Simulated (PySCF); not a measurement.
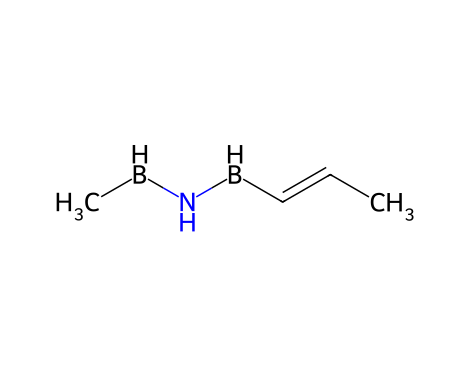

2D structure.

**Write the SMILES.**

CBNB/C=C/C

**What is the molecular formula?**

C4H11B2N.

The parts below concern this one geometry. Atoms keep their numbers from picture to picture. Computed geometry: GFN2-xTB optimisation. No frequency run is at hand to confirm it as a minimum.

### Geometry

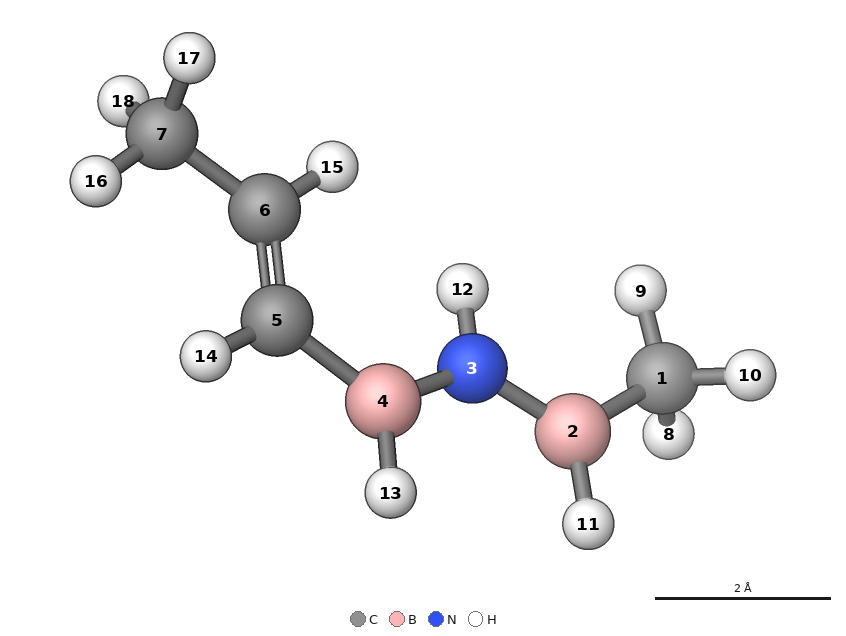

The atoms are numbered. No frequency run is at hand to confirm it as a minimum.

**How are the neighbours of atom 5 arranged?**

C5 has 3 neighbours (B4 at 1.56, C6 at 1.33, H14 at 1.09 Å); the arrangement is trigonal planar.

**Describe the coordination of atom 3.**

N3 has 3 neighbours (B2 at 1.41, B4 at 1.41, H12 at 1.01 Å); the arrangement is trigonal planar.

**How are the neighbours of atom 7 arranged?**

C7 has 4 neighbours (C6 at 1.49, H16 at 1.09, H17 at 1.09, H18 at 1.09 Å); the arrangement is tetrahedral.

**Describe the coordination of atom 1.**

C1 has 4 neighbours (B2 at 1.58, H8 at 1.09, H9 at 1.09, H10 at 1.09 Å); the arrangement is tetrahedral.

**What is the dihedral angle C1–B2–N3–B4?**

180° in size, that is anti.

### Excitation

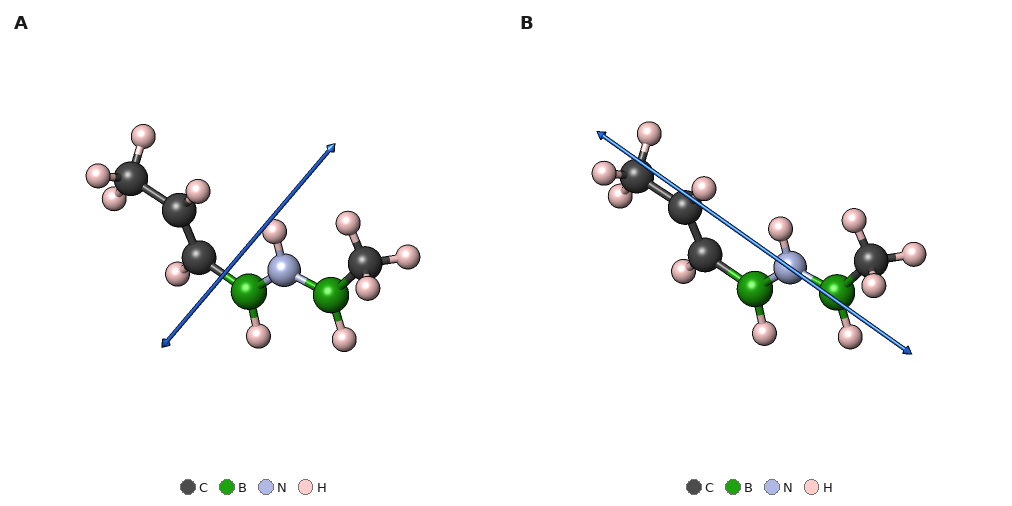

The double arrows show the directions of two transition dipoles from the ground state (lengths mean nothing). No frequency run is at hand to confirm it as a minimum. Method: TDDFT B3LYP/def2-SVPD, vertical, gas phase, core orbitals frozen in the response (PySCF 2.14.0).

**One belongs to singlet state 1 and one to singlet state 6. Which is which?**

A: state 6, 6.84 eV (181 nm), oscillator strength 0.016, of mixed character, with the largest part HOMO−3 → LUMO (weight 0.41).
B: state 1, 5.49 eV (226 nm), oscillator strength 0.47, mainly HOMO → LUMO (weight 0.95).

### NMR shielding

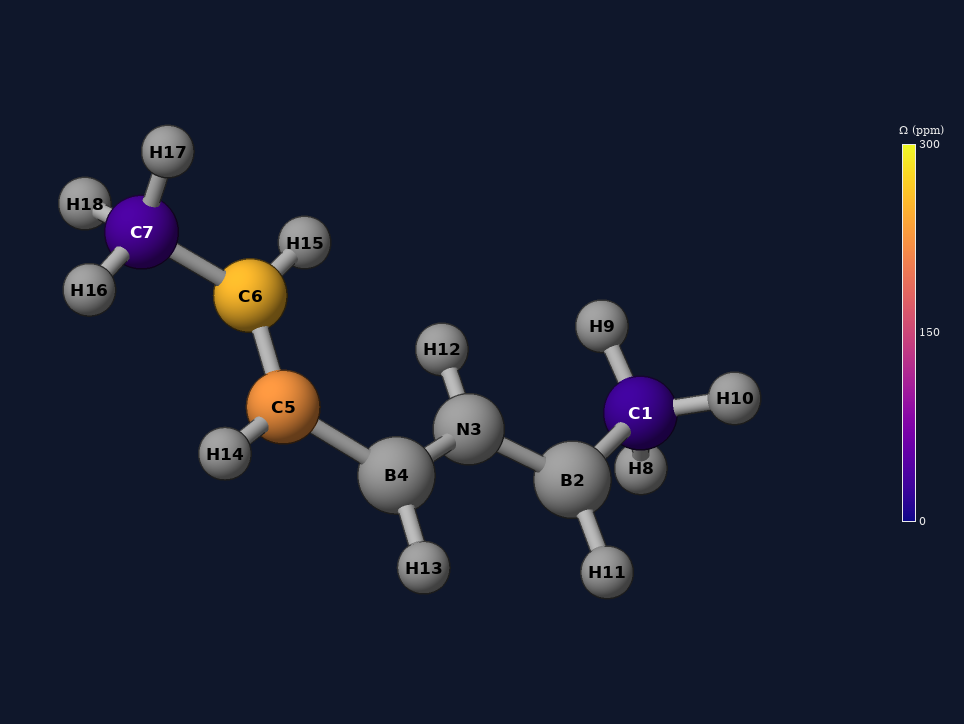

The C atoms are coloured by the span of their shielding tensor. No frequency run is at hand to confirm it as a minimum. Level of theory: GIAO PBE0/pcSseg-1 NMR shielding, non-relativistic, gas phase (PySCF 2.14.0). Principal shieldings σ11 ≤ σ22 ≤ σ33, span Ω = σ33 − σ11, skew κ = 3(σiso − σ22)/Ω.

**Which C atom has the most anisotropic shielding?**

C6, with a span of 255 ppm.

Give the shielding tensors of the C atoms.

| atom | σ11 | σ22 | σ33 | σiso | Ω | κ |
| --- | --- | --- | --- | --- | --- | --- |
| C1 | 161.5 | 176.3 | 192.0 | 176.6 | 30.4 | 0.03 |
| C5 | −67.4 | 51.7 | 158.6 | 47.6 | 226.0 | −0.05 |
| C6 | −91.6 | 25.1 | 163.8 | 32.4 | 255.4 | 0.09 |
| C7 | 147.5 | 149.1 | 185.0 | 160.5 | 37.5 | 0.91 |

Shieldings and span in ppm.

### Charges

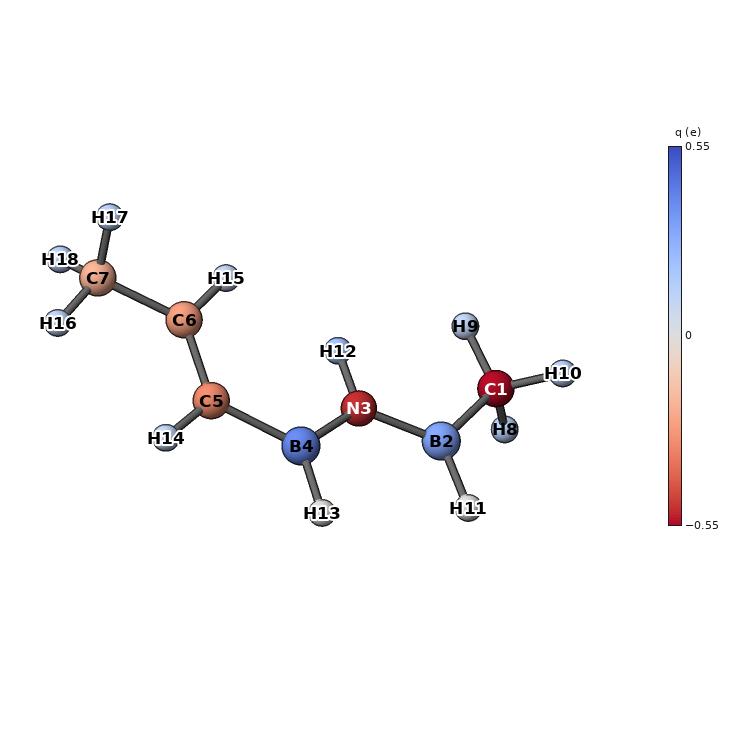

Atoms are coloured by their Mulliken charges. No frequency run is at hand to confirm it as a minimum. Level of theory: PBE0/pcSseg-1, gas phase (PySCF 2.14.0).

**Which atom carries the highest charge (most positive or least negative)?**

B4 (0.39 e).

**And the lowest?**

C1 (−0.54 e).

Give the Mulliken charges atom by atom.

| atom | value (e) |
| --- | --- |
| C1 | −0.54 |
| B2 | 0.31 |
| N3 | −0.50 |
| B4 | 0.39 |
| C5 | −0.31 |
| C6 | −0.26 |
| C7 | −0.21 |
| H8 | 0.13 |
| H9 | 0.10 |
| H10 | 0.13 |
| H11 | 0.01 |
| H12 | 0.20 |
| H13 | −0.02 |
| H14 | 0.10 |
| H15 | 0.09 |
| H16 | 0.12 |
| H17 | 0.13 |
| H18 | 0.13 |

Mulliken values depend strongly on the basis set and can even reverse the polarity of a bond. The geometry is semi-empirical. Around B such bond lengths and angles can be off by a tenth of an ångström or more and by several degrees, and values that hang on the shape move with them.
